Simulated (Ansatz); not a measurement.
## Run report: ZrNH₅O₂F₂, geometry relaxation (part 1 of 2)

- system: ZrNH₅O₂F₂
- method: RKS PBE-D4/def2-SVP (Ansatz 0.2.0)

It belongs to a series of runs on one base structure; here: end point B relaxed. Figures and captions count atoms from 1; the log counts them from 0 in places.

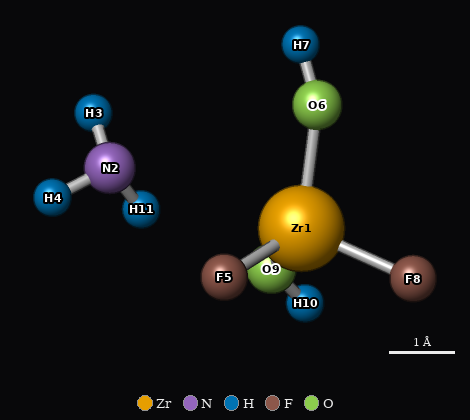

*The starting structure (ball-and-stick view, seen at a tilt; atoms are numbered from 1 in the order of the input). Sticks mark near contacts.*

Bond lengths as drawn: F–Zr 1.92 Å, H–N 1.03 to 1.04 Å, H–O 0.97 Å and O–Zr 1.93 to 2.03 Å.

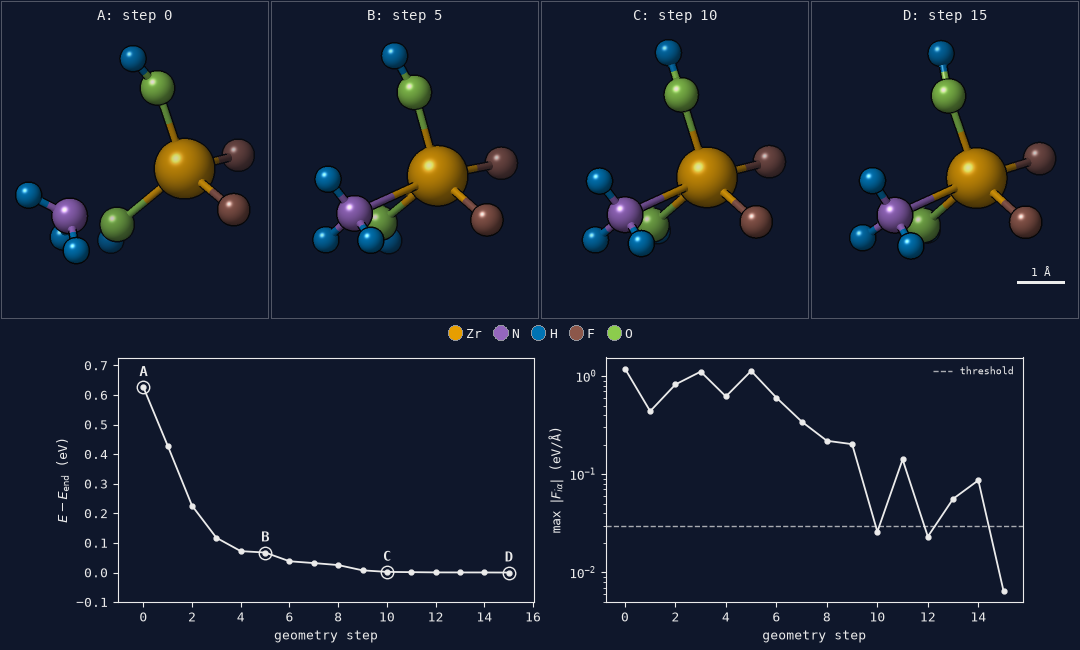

*Frames of the relaxation (ball-and-stick view, seen at a tilt) above the curves, on which the letters mark them (the first geometry is step 0 here and step 1 in the log).*

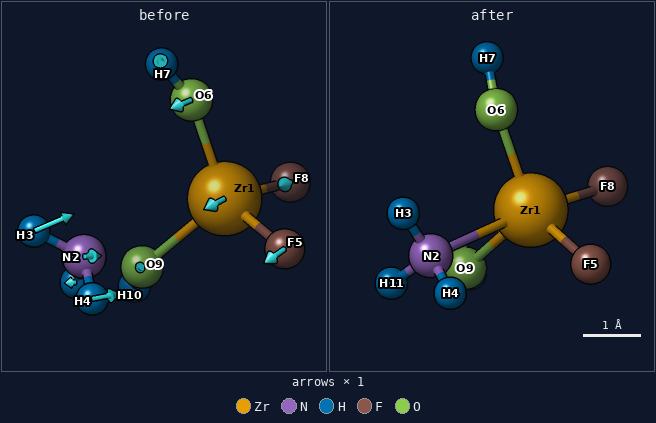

*Before (left) and after (right) the relaxation, at one scale (ball-and-stick view, seen at a tilt). The teal arrows give the displacements, at true length.*

The energy falls by 0.627 eV in 15 geometry steps. The largest force component goes from 1.2 to 0.0065 eV/Å. H3 moves most after the best rigid fit: 0.80 Å. Largest moves by element: H 0.80 Å, F 0.56 Å, Zr 0.53 Å, O 0.52 Å, N 0.42 Å. Among the contacts that change: Zr1–N2 3.394 → 2.463 Å, Zr1–O9 2.034 → 1.983 Å, Zr1–O6 1.927 → 1.955 Å, Zr1–F5 1.925 → 1.948 Å. New bonds form: Zr1–N2 (3.39 → 2.46 Å). Among the angles that change: F8–Zr1–O9 104.5° → 96.1°, Zr1–O6–H7 155.7° → 148.1°, F5–Zr1–O9 111.7° → 119.0°. (Atoms are counted from 1 in the order of the input.)

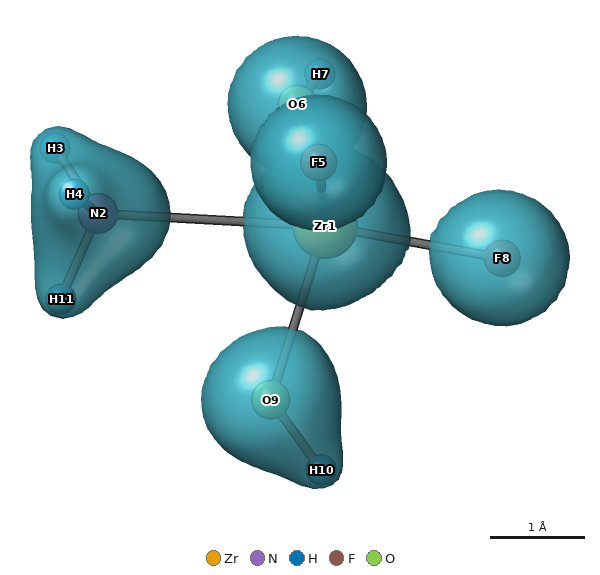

*Isosurface of the total electron density at 1 e/Å³ (cyan), seen at a tilt.*

At this value the surface falls into six separate pieces. It is pinched off along the Zr–F (1.94 Å), Zr–O (1.96 Å) and Zr–N (2.46 Å) contacts. On the grid the lowest density along these lines, outside the cores, is 0.81 e/Å³ (Zr–F, 1.94 Å), 0.82 e/Å³ (Zr–O, 1.96 Å), 0.32 e/Å³ (Zr–N, 2.46 Å) and 2.3 e/Å³ (O–H, 0.97 Å).

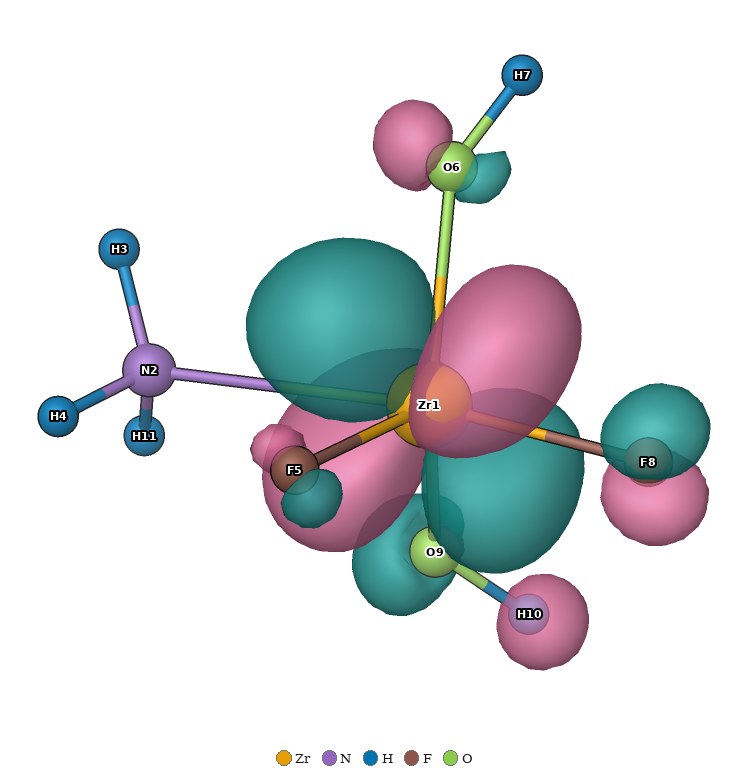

*The LUMO at ±0.15 Å⁻³ᐟ² (teal and pink are the two phases), seen at a tilt.*

Its weight (Hirshfeld) is mainly on Zr1 (70 %). Its energy is −0.87 eV.

The input that produced these results follows, with the program's output.

The input:
```yaml
crystal:
  periodic: [false, false, false]
  atoms:
    - { symbol: Zr, position_ang: [0.171928, -0.495556, -0.589712] }
    - { symbol: "N", position_ang: [0.369591, 0.214228, 2.723688] }
    - { symbol: H, position_ang: [-0.371204, 0.408666, 3.409098] }
    - { symbol: H, position_ang: [1.254427, 0.503145, 3.159543] }
    - { symbol: F, position_ang: [1.811129, 0.513396, -0.60466] }
    - { symbol: O, position_ang: [-1.402709, 0.610665, -0.495045] }
    - { symbol: H, position_ang: [-2.044213, 1.196096, -0.069762] }
    - { symbol: F, position_ang: [0.081277, -1.369695, -2.295057] }
    - { symbol: O, position_ang: [0.235681, -2.015904, 0.759611] }
    - { symbol: H, position_ang: [0.192292, -2.977038, 0.618697] }
    - { symbol: H, position_ang: [0.412202, -0.823604, 2.613498] }
basis:
  gaussian: { orbitals: def2-SVP }
hamiltonian:
  xc: pbe
  dispersion: d4
relax:
  f_tol: 0.03
  max_steps: 50
output:
  orbitals: {}
```

Launch command:
```bash
ansatz run input.yaml --threads 4 --pin off --max-ram 5120MiB --backend cpu --events-out ev --progress --plain --runs-dir out
```

Output:
```
The last accepted step is kept in [file] (removed where the run ends without a failure and the disk answers)
Engine: ansatz 0.2.0, aarch64-unknown-linux-gnu
Functional definition: PBE
  parameter kappa = 0.804
  parameter beta = 0.06672455060314922
  exchange = pbe_x(kappa = kappa, mu = beta*pi^2/3)
  correlation = pbe_c(beta = beta)
1322 factors; their error is unknown
mean field evaluation 1: about -12347.6845 eV, gradient 1.1e2 eV
mean field evaluation 2: about -12090.1501 eV, gradient 3.3e2 eV
mean field evaluation 4: about -12366.8407 eV, gradient 3.3e1 eV
mean field evaluation 8: about -12368.7355 eV, gradient 2.8e-1 eV
mean field evaluation 16: about -12368.6859 eV, gradient 1.1e-2 eV
mean field -12368.68587895 eV, -454.5408222550 hartree, gradient 3.8e-5 eV, S^2 0.000000; 0 other end points of the search recorded, 0 dependent functions left out
the calculation of the forces begins
reference -12368.68596254 eV, -454.5408253268 hartree; 29, 29 occupied and 97, 97 virtual orbitals, 1322 factors
relax step   1: F+E_penalty+E_count = -12368.87828738 eV  Δ(F+E_penalty+E_count) = +0.000e0 eV  max|allowed force component| = 1.192e0 eV/Å  Δτ_max = 0.0000 Å  (31 SCF iters, accepted)
these checks for a lower state are left out or cut short: starts, cluster_reference, orbital_swaps, neighbouring_geometries, increment
1322 factors; their error is unknown
mean field -12368.87260895 eV, -454.5476844560 hartree, gradient 1.0e-5 eV, S^2 0.000000; 0 other end points of the search recorded, 0 dependent functions left out
[... from here on the field's lines of each further geometry are left out, up to the last ...]
relax step   2: F+E_penalty+E_count = -12369.07624444 eV  Δ(F+E_penalty+E_count) = -1.980e-1 eV  max|allowed force component| = 4.389e-1 eV/Å  Δτ_max = 0.1950 Å  (30 SCF iters, accepted)
relax step   3: F+E_penalty+E_count = -12369.27902351 eV  Δ(F+E_penalty+E_count) = -2.028e-1 eV  max|allowed force component| = 8.222e-1 eV/Å  Δτ_max = 0.1958 Å  (35 SCF iters, accepted)
relax step   4: F+E_penalty+E_count = -12369.38735895 eV  Δ(F+E_penalty+E_count) = -1.083e-1 eV  max|allowed force component| = 1.111e0 eV/Å  Δτ_max = 0.1950 Å  (36 SCF iters, accepted)
relax step   5: F+E_penalty+E_count = -12369.43248711 eV  Δ(F+E_penalty+E_count) = -4.513e-2 eV  max|allowed force component| = 6.205e-1 eV/Å  Δτ_max = 0.1807 Å  (33 SCF iters, accepted)
relax step   6: F+E_penalty+E_count = -12369.43715637 eV  Δ(F+E_penalty+E_count) = -4.669e-3 eV  max|allowed force component| = 1.129e0 eV/Å  Δτ_max = 0.1999 Å  (35 SCF iters, accepted)
relax step   7: F+E_penalty+E_count = -12369.46667515 eV  Δ(F+E_penalty+E_count) = -2.952e-2 eV  max|allowed force component| = 6.031e-1 eV/Å  Δτ_max = 0.0724 Å  (29 SCF iters, accepted)
relax step   8: F+E_penalty+E_count = -12369.47278402 eV  Δ(F+E_penalty+E_count) = -6.109e-3 eV  max|allowed force component| = 3.445e-1 eV/Å  Δτ_max = 0.0534 Å  (28 SCF iters, accepted)
relax step   9: F+E_penalty+E_count = -12369.47949941 eV  Δ(F+E_penalty+E_count) = -6.715e-3 eV  max|allowed force component| = 2.193e-1 eV/Å  Δτ_max = 0.0808 Å  (29 SCF iters, accepted)
relax step  10: F+E_penalty+E_count = -12369.49734703 eV  Δ(F+E_penalty+E_count) = -1.785e-2 eV  max|allowed force component| = 2.026e-1 eV/Å  Δτ_max = 0.2000 Å  (35 SCF iters, accepted)
relax step  11: F+E_penalty+E_count = -12369.50260448 eV  Δ(F+E_penalty+E_count) = -5.257e-3 eV  max|allowed force component| = 2.599e-2 eV/Å  Δτ_max = 0.0871 Å  (28 SCF iters, accepted)
relax step  12: F+E_penalty+E_count = -12369.50345111 eV  Δ(F+E_penalty+E_count) = -8.466e-4 eV  max|allowed force component| = 1.415e-1 eV/Å  Δτ_max = 0.0477 Å  (28 SCF iters, accepted)
relax step  13: F+E_penalty+E_count = -12369.50429451 eV  Δ(F+E_penalty+E_count) = -8.434e-4 eV  max|allowed force component| = 2.318e-2 eV/Å  Δτ_max = 0.0332 Å  (29 SCF iters, accepted)
relax step  14: F+E_penalty+E_count = -12369.50444039 eV  Δ(F+E_penalty+E_count) = -1.459e-4 eV  max|allowed force component| = 5.615e-2 eV/Å  Δτ_max = 0.0310 Å  (29 SCF iters, accepted)
relax step  15: F+E_penalty+E_count = -12369.50451882 eV  Δ(F+E_penalty+E_count) = -7.843e-5 eV  max|allowed force component| = 8.677e-2 eV/Å  Δτ_max = 0.0173 Å  (29 SCF iters, accepted)
the calculation of the forces begins
reference -12369.28715137 eV, -454.5629186089 hartree; 29, 29 occupied and 97, 97 virtual orbitals, 1322 factors
relax step  16: F+E_penalty+E_count = -12369.50484116 eV  Δ(F+E_penalty+E_count) = -3.223e-4 eV  max|allowed force component| = 6.454e-3 eV/Å  Δτ_max = 0.0136 Å  (30 SCF iters, accepted)
1322 factors; their error is unknown
mean field -12369.28706384 eV, -454.5629153921 hartree, gradient 1.5e-5 eV, S^2 0.000000; 1 other end points of the search recorded, 0 dependent functions left out
the calculation of the forces begins
reference -12369.28715137 eV, -454.5629186089 hartree; 29, 29 occupied and 97, 97 virtual orbitals, 1322 factors
Total energy: -12369.50492869 eV, -454.5709217777 hartree
Atom 0 at     0.225433    -0.425758    -0.069559 Å, force    -0.002816     0.000148     0.001656 eV/Å
Atom 1 at     0.460877     0.087073     2.328382 Å, force    -0.000112    -0.002231    -0.001594 eV/Å
Atom 2 at    -0.247122     0.742923     2.683284 Å, force    -0.002088     0.003802     0.001165 eV/Å
Atom 3 at     1.383501     0.478013     2.561351 Å, force     0.001808     0.000828    -0.001566 eV/Å
Atom 4 at     1.916755     0.541246    -0.079815 Å, force     0.003838     0.002441    -0.000851 eV/Å
Atom 5 at    -1.392668     0.666806     0.033507 Å, force    -0.002322     0.002860     0.001384 eV/Å
Atom 6 at    -2.302800     0.816820    -0.258620 Å, force     0.002009    -0.001651     0.001092 eV/Å
Atom 7 at     0.162653    -1.044638    -1.904954 Å, force     0.001207     0.000906    -0.004759 eV/Å
Atom 8 at     0.151548    -2.224558     0.761967 Å, force     0.000802    -0.006454     0.003612 eV/Å
Atom 9 at    -0.004555    -3.078762     0.325719 Å, force    -0.000294     0.001380     0.000964 eV/Å
Atom 10 at     0.356778    -0.794765     2.848637 Å, force    -0.002033    -0.002029    -0.001101 eV/Å
Dipole moment:    -0.425139     0.013501     0.939821 e Å
```

Trajectory as extended XYZ (Å, eV, eV/Å), 16 frames, from step=1 to step=16:
```
11
Properties=species:S:1:pos:R:3:forces:R:3 step=1 energy=-12368.87829
Zr    0.1719   -0.4956   -0.5897    0.0613  -0.7107   1.1917
N     0.3696    0.2142    2.7237   -0.0117  -0.5535  -0.5117
H    -0.3712    0.4087    3.4091    0.0124  -0.0051  -0.0074
H     1.2544    0.5031    3.1595   -0.0058  -0.0078  -0.0045
F     1.8111    0.5134   -0.6047   -0.0094  -0.0029   0.0048
O    -1.4027    0.6107   -0.4950    0.0099  -0.0055  -0.0002
H    -2.0442    1.1961   -0.0698   -0.0053   0.0030   0.0018
F     0.0813   -1.3697   -2.2951    0.0038  -0.0010   0.0037
O     0.2357   -2.0159    0.7596   -0.0347   0.7767  -0.7569
H     0.1923   -2.9770    0.6187   -0.0024   0.0127  -0.0048
H     0.4122   -0.8236    2.6135   -0.0181   0.4941   0.0836
11
Properties=species:S:1:pos:R:3:forces:R:3 step=2 energy=-12369.07624
Zr    0.1852   -0.4816   -0.4401    0.0015   0.3161   0.4389
N     0.3592    0.1614    2.5521    0.0197  -0.4180  -0.2467
H    -0.3876    0.4187    3.2150    0.0181   0.0099  -0.1510
H     1.2318    0.5006    2.9817   -0.0106   0.0204  -0.1035
F     1.8232    0.5275   -0.4900    0.1551   0.0512   0.0265
O    -1.3952    0.6204   -0.4075   -0.1860   0.1170   0.0696
H    -2.0526    1.2126   -0.0162    0.0171  -0.0390  -0.0302
F     0.0999   -1.3389   -2.1581    0.0248  -0.0617  -0.0124
O     0.2399   -2.0114    0.8044   -0.0157  -0.4217  -0.0284
H     0.1929   -2.9659    0.6197    0.0054   0.0388   0.0330
H     0.4136   -0.8790    2.5689   -0.0295   0.3870   0.0042
```
